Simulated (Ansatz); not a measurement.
# AlNH4 (built from SMILES [NH2][AlH2]): a reaction path by the nudged elastic band

Aim: the minimum-energy path between two given structures and its highest point. Both ends were relaxed at PBE0-D4 in triple zeta.

Computed with Ansatz 0.2.0, Gaussian basis. Level: PBE0-D4/def2-SVP.

17 further runs of the same task are left out: 1 that didn't finish, 16 set aside as unsound or not needed.

### 1 The system as given

The first end: 6 atoms, charge 0, spin multiplicity 1.

Atoms are counted from 1 here; the program's logs count them from 0.

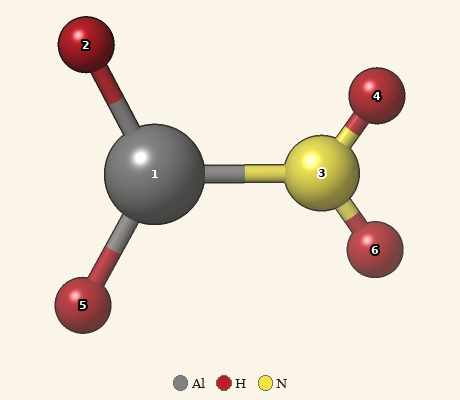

Start geometry, drawn with aluminium grey, hydrogen red, nitrogen yellow; atoms are numbered from 1 in the order of the file.

Geometry (Å):

```mol
AlH4N
  3D, bonds by distance, orders not assigned

  6  5  0  0  0  0  0  0  0  0999 V2000
   -0.4337    0.6293   -0.3194 Al  0  0
    0.3712    1.8360   -0.9544 H   0  0
    0.4910   -0.7126    0.3616 N   0  0
    1.4965   -0.7699    0.3773 H   0  0
   -2.0137    0.5477   -0.2553 H   0  0
    0.0888   -1.5306    0.7901 H   0  0
  1  2  8  0
  1  3  8  0
  1  5  8  0
  3  4  8  0
  3  6  8  0
M  END
```

The second end:

```xyz
6
charge 0, multiplicity 1
Al   -0.7830   -0.0522    0.0377
H     0.8089    1.4150   -0.7429
N     0.3386   -1.1425    0.5859
H     1.1430    0.8051   -0.4319
H    -1.8089    1.0099   -0.4974
H     0.3015   -2.0353    1.0486
```

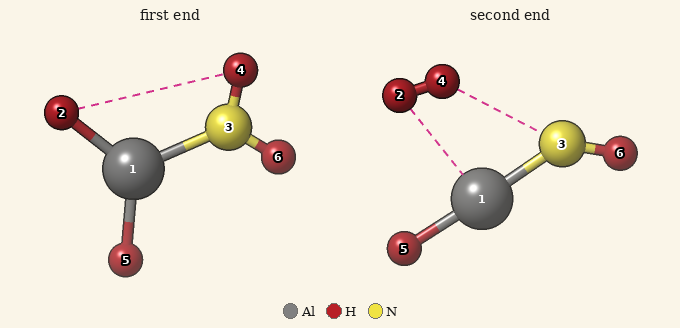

The two ends; dashed lines mark the contacts followed along the path.

### 2 The band at PBE0-D4/def2-SVP

Contents of neb/in.yaml:

```yaml
crystal:
  periodic: [false, false, false]
  atoms:
    - {symbol: Al, position_ang: [-0.433676, 0.629311, -0.319383]}
    - {symbol: H, position_ang: [0.371161, 1.836041, -0.954365]}
    - {symbol: N, position_ang: [0.491021, -0.712623, 0.361623]}
    - {symbol: H, position_ang: [1.496483, -0.769852, 0.377322]}
    - {symbol: H, position_ang: [-2.013677, 0.547700, -0.255344]}
    - {symbol: H, position_ang: [0.088788, -1.530576, 0.790146]}
basis:
  gaussian: {orbitals: def2-SVP}
hamiltonian: {xc: pbe0, dispersion: d4}
neb:
  images: 5
  climbing: true
  max_iterations: 40
  initial_path: idpp
  final_atoms:
    - {symbol: Al, position_ang: [-0.782974, -0.052185, 0.037690]}
    - {symbol: H, position_ang: [0.808864, 1.415008, -0.742910]}
    - {symbol: N, position_ang: [0.338640, -1.142493, 0.585907]}
    - {symbol: H, position_ang: [1.142959, 0.805110, -0.431886]}
    - {symbol: H, position_ang: [-1.808896, 1.009899, -0.497404]}
    - {symbol: H, position_ang: [0.301507, -2.035339, 1.048603]}
```

Run with:

```console
$ ansatz run in.yaml --threads 2 --pin off --events-out ev --progress --plain --max-ram 4352MiB
```

The log of the run:

```text
Functional definition: PBE0
  name "PBE0"
  cite "Adamo & Barone, J. Chem. Phys. 110, 6158 (1999) doi:10.1063/1.478522"
  cite "Perdew, Burke & Ernzerhof, Phys. Rev. Lett. 77, 3865 (1996) doi:10.1103/PhysRevLett.77.3865"
  parent pbe
  parameter a = 0.25
  parameter kappa = 0.804
  parameter beta = 0.06672455060314922
  exchange = (1 - a)*pbe_x(kappa = kappa, mu = beta*pi^2/3) + a*exact_x
  correlation = pbe_c(beta = beta)
547 factors; integrals over basis functions are off by at most 4.6e-4 eV
mean field evaluation 1: about -8138.5054 eV, gradient 5.3e1 eV
mean field evaluation 2: about -8122.1381 eV, gradient 9.0e1 eV
mean field evaluation 4: about -8144.3320 eV, gradient 1.1e0 eV
mean field evaluation 8: about -8144.3367 eV, gradient 4.2e-3 eV
mean field -8144.33672770 eV, -299.2988543132 hartree, gradient 1.8e-5 eV, S^2 0.000000; 0 other end points of the search recorded, 0 dependent functions left out
the calculation of the forces begins
reference -8144.33675409 eV, -299.2988552832 hartree; 12, 12 occupied and 40, 40 virtual orbitals, 547 factors
[... from here to the last solve, the lines of the solves are left out (102 solves) ...]
WARN: NEB end point (image 0): max|allowed force component| = 3.253e-1 eV/Å (the criterion of neb.relax_end_points is 1.000e-2). That is over neb.f_tol: it is no minimum, so the barrier can be far off. Relax it first
WARN: NEB end point (image 6): max|allowed force component| = 2.944e-1 eV/Å (the criterion of neb.relax_end_points is 1.000e-2). That is over neb.f_tol: it is no minimum, so the barrier can be far off. Relax it first
NEB iter   1: max|band force component| = 4.562e0 eV/Å  barrier→ = 5.0477 eV  barrier← = 1.9006 eV  Δτ_max = 0.2000 Å  (156 SCF iters)
NEB iter   2: max|band force component| = 3.960e0 eV/Å  barrier→ = 3.5826 eV  barrier← = 0.4354 eV  Δτ_max = 0.2000 Å  (129 SCF iters)
NEB iter   3: max|band force component| = 1.014e1 eV/Å  barrier→ = 3.4581 eV  barrier← = 0.3110 eV  Δτ_max = 0.1015 Å  (124 SCF iters)
NEB iter   4: max|band force component| = 8.991e-1 eV/Å  barrier→ = 3.2575 eV  barrier← = 0.1103 eV  Δτ_max = 0.0759 Å  (110 SCF iters)
NEB iter   5: max|band force component| = 8.366e-1 eV/Å  barrier→ = 3.2224 eV  barrier← = 0.0752 eV  Δτ_max = 0.0526 Å  (109 SCF iters)
NEB iter   6: max|band force component| = 6.355e-1 eV/Å  barrier→ = 3.2070 eV  barrier← = 0.0598 eV  Δτ_max = 0.0376 Å  (110 SCF iters)
NEB iter   7: max|band force component| = 3.629e-1 eV/Å  barrier→ = 3.2052 eV  barrier← = 0.0580 eV  CI = image 5  Δτ_max = 0.1273 Å  (111 SCF iters)
NEB iter   8: max|band force component| = 5.745e-1 eV/Å  barrier→ = 3.2486 eV  barrier← = 0.1015 eV  CI = image 5  Δτ_max = 0.0433 Å  (115 SCF iters)
NEB iter   9: max|band force component| = 4.989e-1 eV/Å  barrier→ = 3.2408 eV  barrier← = 0.0936 eV  CI = image 5  Δτ_max = 0.0340 Å  (108 SCF iters)
NEB iter  10: max|band force component| = 1.359e-1 eV/Å  barrier→ = 3.2381 eV  barrier← = 0.0909 eV  CI = image 5  Δτ_max = 0.0119 Å  (105 SCF iters)
NEB iter  11: max|band force component| = 1.692e-1 eV/Å  barrier→ = 3.2375 eV  barrier← = 0.0903 eV  CI = image 5  Δτ_max = 0.0059 Å  (99 SCF iters)
NEB iter  12: max|band force component| = 1.488e-1 eV/Å  barrier→ = 3.2366 eV  barrier← = 0.0895 eV  CI = image 5  Δτ_max = 0.0109 Å  (91 SCF iters)
NEB iter  13: max|band force component| = 8.289e-2 eV/Å  barrier→ = 3.2354 eV  barrier← = 0.0882 eV  CI = image 5  Δτ_max = 0.0055 Å  (91 SCF iters)
549 factors; integrals over basis functions are off by at most 1.0e-3 eV
mean field -8141.10572704 eV, -299.1801172292 hartree, gradient 2.0e-6 eV, S^2 0.000000; 0 other end points of the search recorded, 0 dependent functions left out
the calculation of the forces begins
reference -8141.10575323 eV, -299.1801181915 hartree; 12, 12 occupied and 40, 40 virtual orbitals, 549 factors
NEB iter  14: max|band force component| = 3.636e-2 eV/Å  barrier→ = 3.2351 eV  barrier← = 0.0879 eV  CI = image 5  Δτ_max = 0.0000 Å  (710 SCF iters)
Total energy: -8141.15453130 eV, -299.1819107525 hartree
Atom 0 at    -0.741580     0.140696    -0.062458 Å, force     0.026666    -0.021208     0.011297 eV/Å
Atom 1 at     0.760361     1.195366    -0.628639 Å, force     0.002386    -0.001543     0.002065 eV/Å
Atom 2 at     0.430812    -0.936253     0.478939 Å, force    -0.036519     0.016770    -0.011634 eV/Å
Atom 3 at     1.037884     0.470102    -0.257205 Å, force     0.001231     0.002027    -0.001765 eV/Å
Atom 4 at    -2.028242     0.962316    -0.469428 Å, force    -0.000497    -0.000987     0.000306 eV/Å
Atom 5 at     0.540866    -1.832225     0.938790 Å, force     0.006734     0.004941    -0.000268 eV/Å
Dipole moment:    -0.234927     0.178696    -0.090098 e Å
```

Run time: 41 s. Hardware: 2 threads of Intel Xeon Platinum 8488C, shared host.

The last band:

```
image  path (Å)  energy (kJ/mol)  H2–H4 (Å)  Al1–H2 (Å)  N3–H4 (Å)
    0      0.00              0.0       3.14        1.58       1.01
    1      0.43              7.3       2.71        1.58       1.02
    2      0.87             32.2       2.25        1.58       1.02
    3      1.30             92.1       1.72        1.62       1.04
    4      1.73            246.3       1.24        1.75       1.27
    5      2.17            312.1       0.86        1.92       1.70
    6      2.86            303.7       0.76        2.30       2.34
```

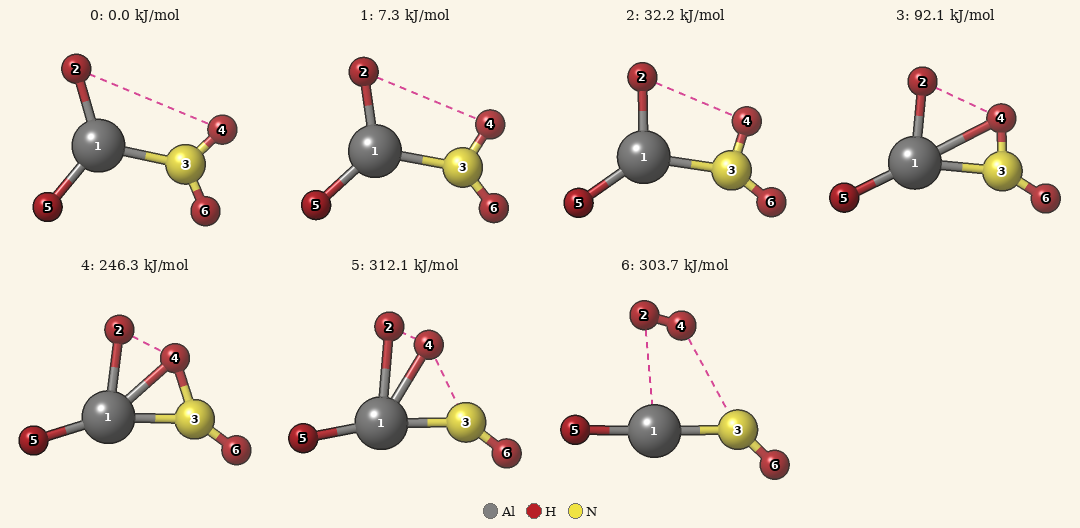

The images of the last band.

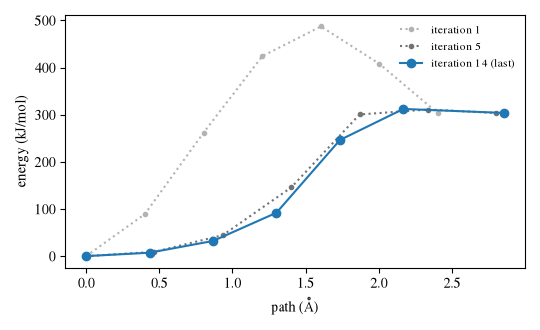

Energy along the path.

The highest image, 5:

```xyz
6

Al   -0.74158    0.14070   -0.06246
H     0.76036    1.19537   -0.62864
N     0.43081   -0.93625    0.47894
H     1.03788    0.47010   -0.25721
H    -2.02824    0.96232   -0.46943
H     0.54087   -1.83222    0.93879
```

### 3 Summary of results

| quantity | value |
| --- | --- |
| PBE0-D4/def2-SVP, 14 iterations | highest 312.1 kJ/mol (image 5), last end +303.7 kJ/mol |
| from earlier runs: barrier over the separately found saddle, CCSD(T)/def2-TZVPP | 309.3 kJ/mol |

What this shows: The highest image lies 312.1 kJ/mol above the first end, and it climbed, so it estimates the saddle. The ends are not quite minima at this level (largest force component 0.33 eV/Å), so the heights are unreliable: relaxing the first end would lower it and raise the barrier above it. The highest image is 2.9 kJ/mol above the CCSD(T) barrier in triple zeta, which comes from separate runs on the saddle.
